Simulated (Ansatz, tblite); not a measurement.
# SnH3(OSiMe3) (C₃H₁₂OSiSn): rung by rung

How do method and basis change the picture of SnH3(OSiMe3) (C₃H₁₂OSiSn) (singlet)?

Computed with Ansatz 0.2.0, Gaussian basis. Level: as each input shows.

Plan: GFN1-xTB, GFN2-xTB, PBE-D4/def2-TZVP, r2SCAN-D4/def2-TZVP, B97M-V/def2-TZVP, BHLYP-D4/def2-TZVP, r2SCAN0-D4/def2-TZVP, PBE-D4/def2-SVP, PBE0-D4/def2-SVP, CCSD(T)/def2-SVP, MP2/def2-TZVP.

2 further runs of the same task are left out: 2 set aside as unsound or not needed. Runs told in other sessions of the task aren't counted.

## 1. The relaxed structure

The singlet was relaxed beforehand with r2SCAN-D4/def2-SVP.

18 atoms, charge 0, spin multiplicity 1.

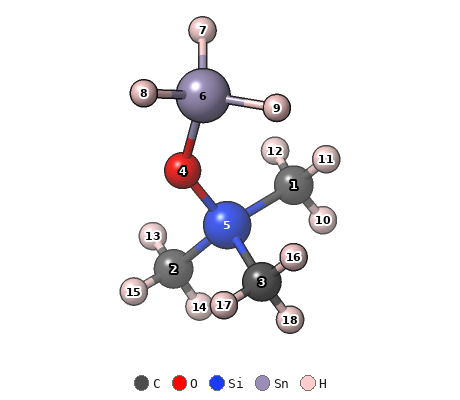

The structure; carbon dark grey, oxygen red, silicon blue, tin purple, hydrogen pink; atoms are numbered from 1 in the order of the file.

Sn takes a core potential in the def2 sets. No spin-orbit coupling is included.

PBE0-D4/def2-TZVP was run before; its log isn't repeated, and its numbers join the tables.

## 2. GFN1-xTB

Tight binding, by tblite at 300 K electronic temperature and without a spin-polarisation term:

```python
tblite.interface.Calculator('GFN1-xTB', numbers, positions, charge=0, uhf=0).singlepoint()
```

Energy -596.4815 eV, HOMO -11.05 eV, LUMO -5.47 eV; 0.011 s.

## 3. GFN2-xTB

Tight binding, by tblite at 300 K electronic temperature and without a spin-polarisation term:

```python
tblite.interface.Calculator('GFN2-xTB', numbers, positions, charge=0, uhf=0).singlepoint()
```

Energy -556.3511 eV, HOMO -10.46 eV, LUMO -5.96 eV; 0.009 s.

## 4. PBE-D4/def2-TZVP

start.molden holds the orbitals of an earlier run on this state, given as this run's starting guess.

Contents of in.yaml:

```yaml
crystal:
  periodic: [false, false, false]
  atoms:
    - {symbol: C, position_ang: [-1.559039, 0.458983, 0.853455]}
    - {symbol: C, position_ang: [-0.735941, -2.132582, -0.598305]}
    - {symbol: C, position_ang: [-0.140085, 0.609947, -1.864187]}
    - {symbol: O, position_ang: [1.211448, -0.372870, 0.514987]}
    - {symbol: Si, position_ang: [-0.269016, -0.351699, -0.253213]}
    - {symbol: Sn, position_ang: [2.258749, 0.997803, 1.498783]}
    - {symbol: H, position_ang: [1.920991, 0.777711, 3.162915]}
    - {symbol: H, position_ang: [3.888403, 0.662928, 1.110958]}
    - {symbol: H, position_ang: [1.761118, 2.543843, 0.942959]}
    - {symbol: H, position_ang: [-2.556338, 0.452971, 0.382001]}
    - {symbol: H, position_ang: [-1.308882, 1.512386, 1.068012]}
    - {symbol: H, position_ang: [-1.644632, -0.068653, 1.818133]}
    - {symbol: H, position_ang: [-0.814684, -2.708430, 0.338096]}
    - {symbol: H, position_ang: [-1.703627, -2.202754, -1.122328]}
    - {symbol: H, position_ang: [0.025462, -2.622133, -1.227059]}
    - {symbol: H, position_ang: [0.135062, 1.663365, -1.686770]}
    - {symbol: H, position_ang: [0.626984, 0.171385, -2.523711]}
    - {symbol: H, position_ang: [-1.095964, 0.607809, -2.414725]}
basis:
  gaussian: {orbitals: def2-TZVP, initial_orbitals: start.molden}
hamiltonian: {xc: pbe, dispersion: d4}
scf: {omitted_lower_state_checks: [starts]}
output: {forces: true, orbitals: {seedname: orbitals}}
```

On the command line:

```
$ ansatz run in.yaml --threads 4 --pin off --events-out ev --progress --plain --max-ram 4787MiB
```

Output:

```text
Functional definition: PBE
  name "PBE"
  cite "Perdew, Burke & Ernzerhof, Phys. Rev. Lett. 77, 3865 (1996) doi:10.1103/PhysRevLett.77.3865"
  parent pbe
  parameter kappa = 0.804
  parameter beta = 0.06672455060314922
  exchange = pbe_x(kappa = kappa, mu = beta*pi^2/3)
  correlation = pbe_c(beta = beta)
these checks for a lower state are left out or cut short: starts
1859 factors; their error is unknown
mean field evaluation 1: about -19056.0998 eV, gradient 1.1e1 eV
mean field evaluation 2: about -19056.2586 eV, gradient 1.7e-1 eV
mean field evaluation 4: about -19056.2205 eV, gradient 4.2e-4 eV
mean field -19056.22054587 eV, -700.3031882906 hartree, gradient 9.9e-6 eV, S^2 0.000000; 0 other end points of the search recorded, 0 dependent functions left out
the calculation of the forces begins
reference -19056.22061121 eV, -700.3031906916 hartree; 37, 37 occupied and 246, 246 virtual orbitals, 1859 factors
Total energy: -19056.67120775 eV, -700.3197498090 hartree
Atom 0 at    -1.559039     0.458983     0.853455 Å, force    -0.091825     0.054599     0.083559 eV/Å
Atom 1 at    -0.735941    -2.132582    -0.598305 Å, force     0.008334    -0.157778    -0.004626 eV/Å
Atom 2 at    -0.140085     0.609947    -1.864187 Å, force     0.021564     0.067444    -0.114430 eV/Å
Atom 3 at     1.211448    -0.372870     0.514987 Å, force    -0.111582    -0.011205    -0.053859 eV/Å
Atom 4 at    -0.269016    -0.351699    -0.253213 Å, force     0.206725     0.104063     0.135930 eV/Å
Atom 5 at     2.258749     0.997803     1.498783 Å, force    -0.131361    -0.067767    -0.106501 eV/Å
Atom 6 at     1.920991     0.777711     3.162915 Å, force    -0.026042    -0.022052     0.080777 eV/Å
Atom 7 at     3.888403     0.662928     1.110958 Å, force     0.084253    -0.035984    -0.026912 eV/Å
Atom 8 at     1.761118     2.543843     0.942959 Å, force    -0.027407     0.072457    -0.024648 eV/Å
Atom 9 at    -2.556338     0.452971     0.382001 Å, force     0.062364    -0.007694     0.015424 eV/Å
Atom 10 at    -1.308882     1.512386     1.068012 Å, force    -0.002057    -0.067402    -0.021378 eV/Å
Atom 11 at    -1.644632    -0.068653     1.818133 Å, force     0.012018     0.027267    -0.064209 eV/Å
Atom 12 at    -0.814684    -2.708430     0.338096 Å, force    -0.000614     0.040073    -0.052058 eV/Å
Atom 13 at    -1.703627    -2.202754    -1.122328 Å, force     0.055959     0.025214     0.031074 eV/Å
Atom 14 at     0.025462    -2.622133    -1.227059 Å, force    -0.045286     0.032986     0.030599 eV/Å
Atom 15 at     0.135062     1.663365    -1.686770 Å, force    -0.016000    -0.065373     0.006018 eV/Å
Atom 16 at     0.626984     0.171385    -2.523711 Å, force    -0.047829     0.019605     0.043741 eV/Å
Atom 17 at    -1.095964     0.607809    -2.414725 Å, force     0.048787    -0.008456     0.041498 eV/Å
Dipole moment:     0.046339     0.207677     0.095816 e Å
Checks for a lower state left out: starts
```

Run time: 4.9 s. Hardware: 4 threads of Arm Neoverse V1, shared host.

HOMO -6.28 eV, LUMO -1.28 eV.

## 5. r2SCAN-D4/def2-TZVP

Edit in.yaml of step 4 so:

```diff
@@ -23,4 +23,4 @@
   gaussian: {orbitals: def2-TZVP, initial_orbitals: start.molden}
-hamiltonian: {xc: pbe, dispersion: d4}
+hamiltonian: {xc: r2scan, dispersion: d4}
 scf: {omitted_lower_state_checks: [starts]}
-output: {forces: true, orbitals: {seedname: orbitals}}
+output: {orbitals: {seedname: orbitals}}
```

Same command.

Output:

```text
Functional definition: r2SCAN
  name "r2SCAN"
  cite "Furness, Kaplan, Ning, Perdew & Sun, J. Phys. Chem. Lett. 11, 8208 (2020) doi:10.1021/acs.jpclett.0c02405"
  cite "Furness, Kaplan, Ning, Perdew & Sun, J. Phys. Chem. Lett. 11, 9248 (2020) doi:10.1021/acs.jpclett.0c03077"
  parent r2scan
  parameter k0 = 0.174
  parameter k1 = 0.065
  parameter a1 = 4.9479
  exchange = r2scan_x(k0 = k0, k1 = k1, a1 = a1)
  correlation = r2scan_c
these checks for a lower state are left out or cut short: starts
1859 factors; their error is unknown
mean field evaluation 1: about -19066.0937 eV, gradient 7.0e0 eV
mean field evaluation 2: about -19066.1468 eV, gradient 6.2e-2 eV
mean field evaluation 4: about -19066.1141 eV, gradient 2.3e-4 eV
mean field -19066.11410159 eV, -700.6667697572 hartree, gradient 1.9e-5 eV, S^2 0.000000; 0 other end points of the search recorded, 0 dependent functions left out
reference -19066.11412070 eV, -700.6667704595 hartree; 37, 37 occupied and 246, 246 virtual orbitals, 1859 factors
Total energy: -19066.23511378 eV, -700.6712168731 hartree
Checks for a lower state left out: starts
```

It took 8.5 s on 4 threads of Arm Neoverse V1, shared host.

From the report: HOMO -6.59 eV, LUMO -0.90 eV.

## 6. B97M-V/def2-TZVP

Edit in.yaml of step 5 so:

```diff
@@ -23,3 +23,3 @@
   gaussian: {orbitals: def2-TZVP, initial_orbitals: start.molden}
-hamiltonian: {xc: r2scan, dispersion: d4}
+hamiltonian: {xc: {name: B97M-V}}
 scf: {omitted_lower_state_checks: [starts]}
```

Same command.

Output:

```text
Functional definition: B97M-V
  name "B97M-V"
  cite "Mardirossian & Head-Gordon, J. Chem. Phys. 142, 074111 (2015) doi:10.1063/1.4907719"
  cite "Becke, J. Chem. Phys. 107, 8554 (1997) doi:10.1063/1.475007"
  cite "Vydrov & Van Voorhis, J. Chem. Phys. 133, 244103 (2010) doi:10.1063/1.3521275"
  # Of w^i u^j: cxij and so on, Table III.
  parameter cx00 = 1.000
  parameter cx01 = 1.308
  parameter cx02 = 1.901
  parameter cx10 = 0.416
  parameter cx11 = 3.070
  parameter css00 = 1.000
  parameter css02 = -1.855
  parameter css10 = -5.668
  parameter css32 = -20.497
  parameter css42 = -20.364
  parameter cos00 = 1.000
  parameter cos01 = 1.573
  parameter cos03 = -6.298
  parameter cos10 = 2.535
  parameter cos32 = -6.427
  parameter b = 6.0
  parameter c = 0.01
  gx(w, u) = cx00 + cx01*u + cx02*u^2 + (cx10 + cx11*u)*w
  gss(w, u) = css00 + css02*u^2 + css10*w + (css32*w^3 + css42*w^4)*u^2
  gos(w, u) = cos00 + cos01*u + cos03*u^3 + cos10*w + cos32*w^3*u^2
  exchange = spin_sum(e_x_unif_s*gx(b97_w, b97_u_x))
  correlation = spin_sum(e_c_pw_mod_same_spin*gss(b97_w, b97_u_same))
      + integral(e_c_pw_mod_opposite_spin*gos(b97_w_opposite, b97_u_opposite)) + vv10(b, c)
these checks for a lower state are left out or cut short: starts
1859 factors; their error is unknown
mean field evaluation 1: about -19065.1910 eV, gradient 1.8e1 eV
mean field evaluation 2: about -19065.4580 eV, gradient 2.8e-1 eV
mean field evaluation 4: about -19065.4470 eV, gradient 6.8e-4 eV
mean field -19065.44696814 eV, -700.6422530552 hartree, gradient 1.4e-5 eV, S^2 0.000000; 0 other end points of the search recorded, 0 dependent functions left out
reference -19065.44706154 eV, -700.6422564874 hartree; 37, 37 occupied and 246, 246 virtual orbitals, 1859 factors
Total energy: -19065.44706154 eV, -700.6422564874 hartree
Checks for a lower state left out: starts
```

It took 18 s on 4 threads of Arm Neoverse V1, shared host; peak memory 0.61 GiB.

Report: HOMO -6.72 eV, LUMO -1.15 eV.

## 7. BHLYP-D4/def2-TZVP

Edit in.yaml of step 6 so:

```diff
@@ -23,3 +23,3 @@
   gaussian: {orbitals: def2-TZVP, initial_orbitals: start.molden}
-hamiltonian: {xc: {name: B97M-V}}
+hamiltonian: {xc: {name: BHLYP}, dispersion: d4}
 scf: {omitted_lower_state_checks: [starts]}
```

Same command.

Output:

```text
Functional definition: BHLYP
  name "BHLYP"
  cite "Becke, J. Chem. Phys. 98, 1372 (1993) doi:10.1063/1.464304"
  cite "Becke, Phys. Rev. A 38, 3098 (1988) doi:10.1103/PhysRevA.38.3098"
  cite "Lee, Yang & Parr, Phys. Rev. B 37, 785 (1988) doi:10.1103/PhysRevB.37.785"
  parameter a = 0.5
  exchange = (1 - a)*b88_x + a*exact_x
  correlation = lyp_c
these checks for a lower state are left out or cut short: starts
2130 factors; their error is unknown
mean field evaluation 1: about -19062.2194 eV, gradient 9.3e0 eV
mean field evaluation 2: about -19062.3616 eV, gradient 1.7e-1 eV
mean field evaluation 4: about -19062.5939 eV, gradient 4.8e-4 eV
mean field -19062.59390674 eV, -700.5374049826 hartree, gradient 2.5e-5 eV, S^2 0.000000; 0 other end points of the search recorded, 0 dependent functions left out
reference -19062.59416087 eV, -700.5374143217 hartree; 37, 37 occupied and 246, 246 virtual orbitals, 2130 factors
Total energy: -19063.17029326 eV, -700.5585867964 hartree
Checks for a lower state left out: starts
```

It took 7 s on 4 threads of Arm Neoverse V1, shared host; peak memory 1.1 GiB.

HOMO -9.01 eV, LUMO 0.24 eV.

## 8. r2SCAN0-D4/def2-TZVP

Edit in.yaml of step 7 so:

```diff
@@ -23,3 +23,3 @@
   gaussian: {orbitals: def2-TZVP, initial_orbitals: start.molden}
-hamiltonian: {xc: {name: BHLYP}, dispersion: d4}
+hamiltonian: {xc: {name: r2SCAN0}, dispersion: d4}
 scf: {omitted_lower_state_checks: [starts]}
```

The command is unchanged.

Output:

```text
Functional definition: r2SCAN0
  name "r2SCAN0"
  cite "Bursch, Neugebauer, Ehlert & Grimme, J. Chem. Phys. 156, 134105 (2022) doi:10.1063/5.0086040"
  cite "Furness, Kaplan, Ning, Perdew & Sun, J. Phys. Chem. Lett. 11, 8208 (2020) doi:10.1021/acs.jpclett.0c02405"
  cite "Furness, Kaplan, Ning, Perdew & Sun, J. Phys. Chem. Lett. 11, 9248 (2020) doi:10.1021/acs.jpclett.0c03077"
  parent r2scan
  parameter a = 0.25
  parameter k0 = 0.174
  parameter k1 = 0.065
  parameter a1 = 4.9479
  exchange = (1 - a)*r2scan_x(k0 = k0, k1 = k1, a1 = a1) + a*exact_x
  correlation = r2scan_c
these checks for a lower state are left out or cut short: starts
1948 factors; their error is unknown
mean field evaluation 1: about -19064.5476 eV, gradient 6.8e0 eV
mean field evaluation 2: about -19064.5947 eV, gradient 4.8e-2 eV
mean field evaluation 4: about -19064.6971 eV, gradient 1.9e-4 eV
mean field -19064.69705205 eV, -700.6146941472 hartree, gradient 1.2e-5 eV, S^2 0.000000; 0 other end points of the search recorded, 0 dependent functions left out
reference -19064.69706722 eV, -700.6146947044 hartree; 37, 37 occupied and 246, 246 virtual orbitals, 1948 factors
Total energy: -19064.83966659 eV, -700.6199351347 hartree
Checks for a lower state left out: starts
```

Run time: 12 s. Hardware: 4 threads of Arm Neoverse V1, shared host; peak memory 1.1 GiB.

From the report: HOMO -7.89 eV, LUMO -0.24 eV.

(Part 1 of 2 ends here.)
